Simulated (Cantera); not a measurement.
Feed: 1 mol N2O, 0.11 mol O2, 0.067 mol H2, held at 75.0 Torr.

These are equilibrium values from Cantera (NASA tables, ideal gas, pure condensed phases), not measurements of a reactor. Candidate condensed phases: H2O; 24 gas species. The numbers say what is thermodynamically allowed, not how fast it happens.

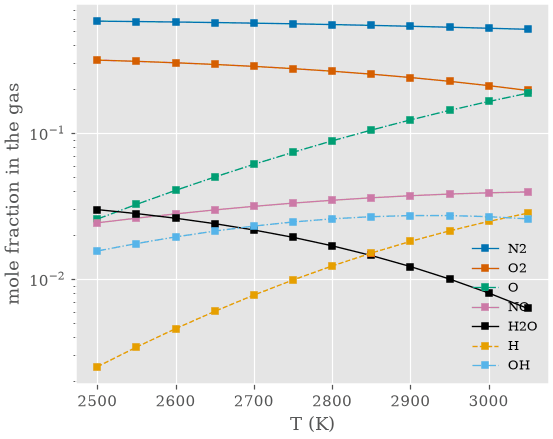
*Equilibrium gas composition (values under 1e-9 drawn at 1e-9)*

From 2500 K to 3050 K nothing is condensed.
